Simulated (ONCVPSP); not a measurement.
## Ru: pseudopotential generation

System: ruthenium (Ru, Z = 44), core [Kr], reference valence 4d7.5 5s0.5, valence charge 8.
Method: ONCV potential, PBEsol, non-relativistic, made with ONCVPSP 4.0.1.

### The program's output (extracts)
```
ONCVPSP  (Optimized Norm-Conservinng Vanderbilt PSeudopotential)
scalar-relativistic version 4.0.1

#   n    l    f        energy (Ha)
    1    0    2.00    -7.8340824E+02
    2    0    2.00    -1.1052688E+02
    2    1    6.00    -1.0227230E+02
    3    0    2.00    -1.9322218E+01
    3    1    6.00    -1.6083650E+01
    3    2   10.00    -1.0120029E+01
    4    0    2.00    -2.5656567E+00
    4    1    6.00    -1.6050109E+00
    4    2    7.50    -1.5823387E-01
    5    0    0.50    -1.2564082E-01

Reference configufation results
  iterations    29
  all-electron total energy (Ha)   -4.44098581D+03

Begin loop to  construct optimized pseudo wave functions
and semi-local pseudopoentials for all angular momenta

   Wellstate for l =  0  n =  8
     eigenvalue =   2.9744
     asymptotic potential =   3.4744
     half-point radius =  4.9810

Calculating optimized projector #   1

 for l=   0

    Fraction of norm inside rc  0.364796
    Optimizing pswf for qcut=   2.10 a_B^-1,  ecut=   2.21 Ha
    Residual kinetic energy error=  1.02D-03 Ha

    Energy error per electron        Cutoff
         Ha          eV             Ha
         0.01000     0.27211        1.16
         0.00100     0.02721        2.45
         0.00010     0.00272       13.33
         0.00001     0.00027       23.20

Calculating optimized projector #   2

 for l=   0

    Fraction of norm inside rc  0.195161
    Optimizing pswf for qcut=   2.10 a_B^-1,  ecut=   2.21 Ha
    Residual kinetic energy error=  2.92D-01 Ha

    Energy error per electron        Cutoff
         Ha          eV             Ha
         0.01000     0.27211       16.64
         0.00100     0.02721       24.92
         0.00010     0.00272       48.42
         0.00001     0.00027      102.52

WARNING wellstate: moderately localized bound state found for n= 5 l=  1
WARNING scattering state with energy  0.05000000
WARNING will be used for the first projector

   Wellstate for l =  1  n =  5
     eigenvalue =   0.0500
     asymptotic potential =   0.5500
     half-point radius =  5.9605

   Wellstate for l =  1  n =  9
     eigenvalue =   3.4500
     asymptotic potential =   3.9500
     half-point radius =  5.8399

   Wellstate for l =  1  n = 10
     eigenvalue =   6.8500
     asymptotic potential =   7.3500
     half-point radius =  4.9372

Calculating optimized projector #   1

 for l=   1

    Fraction of norm inside rc  0.357345
    Optimizing pswf for qcut=   2.60 a_B^-1,  ecut=   3.39 Ha
    Residual kinetic energy error=  8.64D-05 Ha

    Energy error per electron        Cutoff
         Ha          eV             Ha
         0.01000     0.27211        0.75
         0.00100     0.02721        2.07
         0.00010     0.00272        3.56
         0.00001     0.00027       14.01

Calculating optimized projector #   2

 for l=   1

    Fraction of norm inside rc  0.160462
    Optimizing pswf for qcut=   2.60 a_B^-1,  ecut=   3.39 Ha
    Residual kinetic energy error=  1.22D-01 Ha

    Energy error per electron        Cutoff
         Ha          eV             Ha
         0.01000     0.27211        9.88
         0.00100     0.02721       22.68
         0.00010     0.00272       40.40
         0.00001     0.00027       90.32

Calculating optimized projector #   3

 for l=   1

    Fraction of norm inside rc  0.161232
    Optimizing pswf for qcut=   2.60 a_B^-1,  ecut=   3.39 Ha
    Residual kinetic energy error=  1.51D+00 Ha

    Energy error per electron        Cutoff
         Ha          eV             Ha
         0.01000     0.27211       14.54
         0.00100     0.02721       25.12
         0.00010     0.00272       33.88
         0.00001     0.00027       57.34

   Wellstate for l =  2  n =  5
     eigenvalue =   0.2418
     asymptotic potential =   0.7418
     half-point radius =  8.3514

Calculating optimized projector #   1

 for l=   2

    Fraction of norm inside rc  0.508310
    Optimizing pswf for qcut=   5.79 a_B^-1,  ecut=  16.77 Ha
    Residual kinetic energy error=  1.20D-02 Ha

    Energy error per electron        Cutoff
         Ha          eV             Ha
         0.01000     0.27211       17.30
         0.00100     0.02721       63.66
         0.00010     0.00272      114.84
         0.00001     0.00027      129.06

Calculating optimized projector #   2

 for l=   2

    Fraction of norm inside rc  0.061427
    Optimizing pswf for qcut=   5.79 a_B^-1,  ecut=  16.77 Ha
    Residual kinetic energy error=  1.90D-03 Ha

    Energy error per electron        Cutoff
         Ha          eV             Ha
         0.01000     0.27211       12.60
         0.00100     0.02721       18.21
         0.00010     0.00272       48.63
         0.00001     0.00027      143.68

   Wellstate for l =  3  n =  4
     eigenvalue =   0.3100
     asymptotic potential =   0.8100
     half-point radius =  8.4855

   Wellstate for l =  3  n =  7
     eigenvalue =   3.3100
     asymptotic potential =   3.8100
     half-point radius =  4.8082

Calculating optimized projector #   1

 for l=   3

    Fraction of norm inside rc  0.039742
    Optimizing pswf for qcut=   3.50 a_B^-1,  ecut=   6.13 Ha
    Residual kinetic energy error=  2.65D-05 Ha

    Energy error per electron        Cutoff
         Ha          eV             Ha
         0.01000     0.27211        1.07
         0.00100     0.02721        3.17
         0.00010     0.00272        5.11
         0.00001     0.00027        9.63

Calculating optimized projector #   2

 for l=   3

    Fraction of norm inside rc  0.288776
    Optimizing pswf for qcut=   3.50 a_B^-1,  ecut=   6.13 Ha
    Residual kinetic energy error=  7.32D-01 Ha

    Energy error per electron        Cutoff
         Ha          eV             Ha
         0.01000     0.27211       23.20
         0.00100     0.02721       41.06
         0.00010     0.00272       85.92

Construct Vanderbilt / Kleinmman-Bylander projectors

B matrix Hermiticity error, ll=   0
   1   2    2.5237E-07

  Orthonormal projector coefficients  9.7235E+00  1.3074E+00

B matrix Hermiticity error, ll=   1
   1   2   -2.2815E-07
   1   3   -4.2533E-07
   2   3    4.8270E-07

  Orthonormal projector coefficients  8.2716E+00  3.3917E+00  6.4745E-01

B matrix Hermiticity error, ll=   2
   1   2    1.3651E-09

  Orthonormal projector coefficients -9.4052E+01  3.5218E+00

B matrix Hermiticity error, ll=   3
   1   2   -4.5636E-07

  Orthonormal projector coefficients -3.1508E+01 -1.9382E+00

Pseudoatom total energy  -16.361509

Diagnostic tests using Vanderbilt-Kleinman-Bylander pseudopotentials
  1 or more projectors used as specified by nproj input data

   l    rcore       rmatch      e in        delta e   norm test  slope test

   0   2.9669288   3.0570112  -0.1256408   0.0000257   1.0000763   1.0016368
   0   2.9669288   3.0570112   2.9743592   0.0005835   1.0000761   1.0000761

   1   3.1687277   3.2649371   0.0500000   0.0000254   1.0000757   1.0000757
   1   3.1687277   3.2649371   3.4500000   0.0002852   1.0002776   1.0002776
   1   3.1687277   3.2649371   6.8500000   0.0001606   0.9999082   0.9999082

   2   1.5549814   1.6021941  -0.1582339   0.0000000   1.0000000   1.0000000
   2   1.5549814   1.6021941   0.2417661   0.0000000   1.0000000   1.0000000

   3   3.0026388   3.0938054   0.3100000  -0.0000633   1.0000396   1.0000396
   3   3.0026388   3.0938054   3.3100000   0.0000152   0.9992003   0.9992003

 Testing for bound ghosts
   n   l    E NL Schr. Eq   E Basis Diag.   E Cutoff

       0                       -1.366447     21.21  WARNING - GHOST(-)
   1   0       -0.125615       -0.123413     21.21

   2   1       -0.022539       -0.009511     29.95

   3   2       -0.158234       -0.148762    183.09

       3                      -20.938650     23.50  WARNING - GHOST(-)

 Testing for highly-localized positive-energy ghosts
       l    <radius>/rc     E Basis Diag.   E Cutoff

       1        0.736579        4.139292     29.95  WARNING - GHOST(+)

       2        0.660018        1.893766    183.09  WARNING - GHOST(+)

Test configuration 0

   n   l     f        eae           eps        diff
   1   0  2.0000 -783.40824137
   2   0  2.0000 -110.52688063
   2   1  6.0000 -102.27229940
   3   0  2.0000  -19.32221786
   3   1  6.0000  -16.08365043
   3   2 10.0000  -10.12002945
   4   0  2.0000   -2.56565669
   4   1  6.0000   -1.60501094
   4   2  7.5000   -0.15823387   -0.15823387    4.60D-09
   5   0  0.5000   -0.12564082   -0.12561512    2.57D-05

    Total energies and differences
      AE_ref= -4.44098581D+03  AE_tst= -4.44098581D+03  dif=  0.00D+00
      PS_ref= -1.63615093D+01  PS_tst= -1.63615093D+01  dif=  2.49D-14
      PSP excitation error= -2.49D-14

Test configuration 1

   n   l     f        eae           eps        diff
   1   0  2.0000 -783.46857674
   2   0  2.0000 -110.59034500
   2   1  6.0000 -102.33551446
   3   0  2.0000  -19.38499781
   3   1  6.0000  -16.14644263
   3   2 10.0000  -10.18306327
   4   0  2.0000   -2.62486508
   4   1  6.0000   -1.66221458
   4   2  7.0000   -0.20354871   -0.20393599   -3.87D-04
   5   0  1.0000   -0.14405122   -0.14386793    1.83D-04

    Total energies and differences
      AE_ref= -4.44098581D+03  AE_tst= -4.44096293D+03  dif=  2.29D-02
      PS_ref= -1.63615093D+01  PS_tst= -1.63384868D+01  dif=  2.30D-02
      PSP excitation error= -1.38D-04

Test configuration 2

   n   l     f        eae           eps        diff
   1   0  2.0000 -783.73354688
   2   0  2.0000 -110.85164856
   2   1  6.0000 -102.59706149
   3   0  2.0000  -19.64758751
   3   1  6.0000  -16.40900722
   3   2 10.0000  -10.44530121
   4   0  2.0000   -2.89108662
   4   1  6.0000   -1.92944626
   4   2  7.0000   -0.46755179   -0.46772481   -1.73D-04

    Total energies and differences
      AE_ref= -4.44098581D+03  AE_tst= -4.44071188D+03  dif=  2.74D-01
      PS_ref= -1.63615093D+01  PS_tst= -1.60876536D+01  dif=  2.74D-01
      PSP excitation error=  7.20D-05

Test configuration 3

   n   l     f        eae           eps        diff
   1   0  2.0000 -784.21595982
   2   0  2.0000 -111.33847260
   2   1  6.0000 -103.08354374
   3   0  2.0000  -20.13182482
   3   1  6.0000  -16.89329256
   3   2 10.0000  -10.93012504
   4   0  2.0000   -3.36235476
   4   1  6.0000   -2.39499057
   4   2  6.0000   -0.89851914   -0.90217164   -3.65D-03

    Total energies and differences
      AE_ref= -4.44098581D+03  AE_tst= -4.44003443D+03  dif=  9.51D-01
      PS_ref= -1.63615093D+01  PS_tst= -1.54086250D+01  dif=  9.53D-01
      PSP excitation error= -1.51D-03

Test configuration 4

psatom: WARNING lschvkbb convergence error n,l,iter=   3   2   3
ea(ii),et,emin,emax -1.582339E-01 -1.740573E-01 -1.740573E-01 -1.740573E-01
run_config: WARNING for fully non-local PS atom, stg. 1
 WARNING no output for configuration 5
```

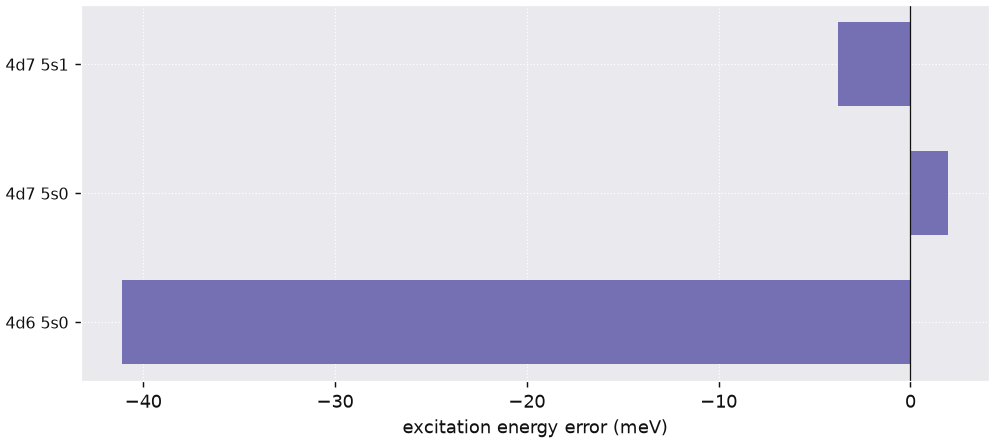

*Errors, all-electron minus pseudo, of the energies of valence configurations relative to the unpolarised reference 4d7.5 5s0.5. Not all tests gave a result: 1 of 4 tests not solved.*

- Worst configuration: 4d6 5s0 (charge +2): the error is -41 meV on an all-electron energy of +25.89 eV relative to the reference, or 0.16 %. The potential isn't sound: its ghost test gives GHOST(-) flagged for s at -37.2 eV, f at -569.8 eV; GHOST(+) flagged for p at 112.6 eV, d at 51.5 eV.

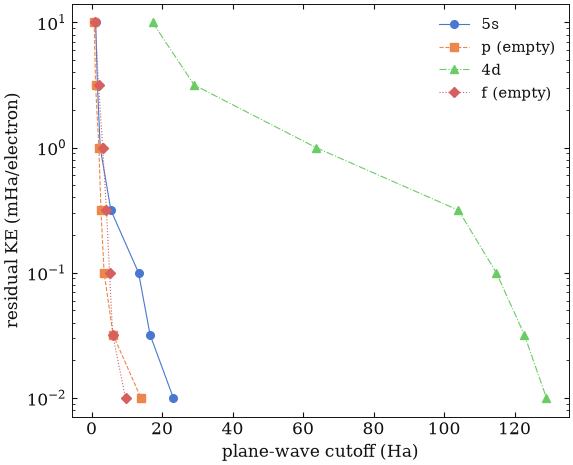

*Residual kinetic energy of the pseudo-waves (the first of each channel, and further valence shells) beyond the plane-wave cutoff, as the generator prints it.*

- Hardest wave at 1 mHa per electron: 4d, with rc = 1.55 bohr and qcut = 5.8 1/bohr. The optimisation minimises, but can't always remove, the kinetic energy above qcut²/2 = 16.8 Ha, and a larger rc would as a rule soften the wave at some cost in transferability.
- Cutoffs for the occupied states: 64 Ha for 1 mHa and 115 Ha for 0.1 mHa per electron. The first is set by 4d.
- Cutoffs for 1 mHa per electron: 4d: 64 Ha; f (empty): 3.2 Ha; 5s: 2.4 Ha; p (empty): 2.1 Ha.

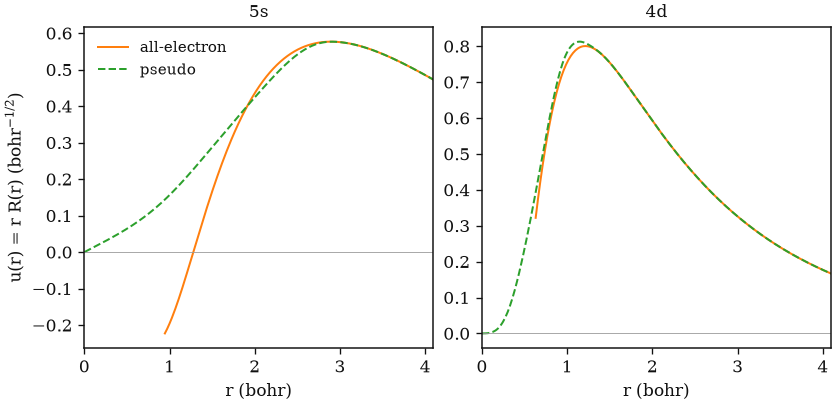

*All-electron valence functions (solid) with their pseudo partners (dashed). The innermost oscillations of some all-electron curves aren't drawn. Reference configuration 4d7.5 5s0.5.*

- Matching radii: 5s at 2.95 bohr; 4d at 1.55 bohr. The curves merge smoothly, so the plot gives these only roughly.
- Nodes of the pseudo-waves: 5s has no node; 4d has no node.

### Input file
```
# ATOM AND REFERENCE CONFIGURATION
# atsym  z   nc   nv     iexc    psfile
  Ru 44.00    8    2  -116133      upf
#
#   n    l    f
    1    0    2.00
    2    0    2.00
    2    1    6.00
    3    0    2.00
    3    1    6.00
    3    2   10.00
    4    0    2.00
    4    1    6.00
    4    2    7.50
    5    0    0.50
#
# PSEUDOPOTENTIAL AND OPTIMIZATION
# lmax
    3
#
#   l,   rc,      ep,       ncon, nbas, qcut
    0    2.95    0.00    3    7    2.10
    1    3.15    0.11    3    7    2.60
    2    1.55    0.00    5    9    5.80
    3    3.00    0.31    3    6    3.50
#
# LOCAL POTENTIAL
# lloc, lpopt,  rc(5),   dvloc0
    4    5    1.25    0.00
#
# VANDERBILT-KLEINMAN-BYLANDER PROJECTORs
# l, nproj, debl
    0    2    3.10
    1    3    3.40
    2    2    0.40
    3    2    3.00
#
# MODEL CORE CHARGE
# icmod, fcfact, rcfact
    0    0.00    0.00
#
# LOG DERIVATIVE ANALYSIS
# epsh1, epsh2, depsh
   -2.00    5.00    0.02
#
# OUTPUT GRID
# rlmax, drl
    6.00    0.01
#
# TEST CONFIGURATIONS
# ncnf
    4
# nvcnf
#   n    l    f
    2
    4    2    7.00
    5    0    1.00
#
    2
    4    2    7.00
    5    0    0.00
#
    2
    4    2    6.00
    5    0    0.00
#
    2
    4    2    4.00
    5    0    0.00
#
```

The log's header says scalar-relativistic, as this program prints it for non-relativistic runs too.

Command:
```bash
oncvpspnr.x < Ru.dat > Ru.out
```

### Summary

- outcome: generated, with a ghost state
- cutoffs needed: 64 Ha and 115 Ha (the cutoffs at which the residual kinetic energy of the hardest occupied pseudo-wave falls to 1 and 0.1 mHa per electron)
- ghost test: GHOST(-) flagged for s at -37.2 eV, f at -569.8 eV; GHOST(+) flagged for p at 112.6 eV, d at 51.5 eV
- configuration tests: 1 of 4 tests not solved
- largest excitation error among the tests solved: -41 meV (all-electron minus pseudo) for 4d6 5s0
- clearest signs, in the scattering phases, of states that the all-electron atom lacks: p near 4.1 Ha
- range over which the phases arctan(r R′/R) at the test radius agree within 0.05 rad (a looser test near the poles than one of phase shifts): p: between about -1.5 and 1.5 Ha; d: up to about 1.8 Ha; f: up to about 1.3 Ha; s: not judged, the stored energies step over a narrow level
- hardware: 1 CPU thread, shared host
- wall time: 5.7 s

### Notes

The potential has a bound ghost state, so it can't be used as it stands. The scattering phases part by more than π/2 and stay apart in s from about 3.6 Ha and d from about 1.9 Ha: a level there is either far displaced or one that only the pseudo-atom has. Warnings of the program, in the generation or the tests: wellstate: moderately localized bound state found for n= 5 l= 1; psatom: WARNING lschvkbb convergence error n,l,iter= 3 2 3.
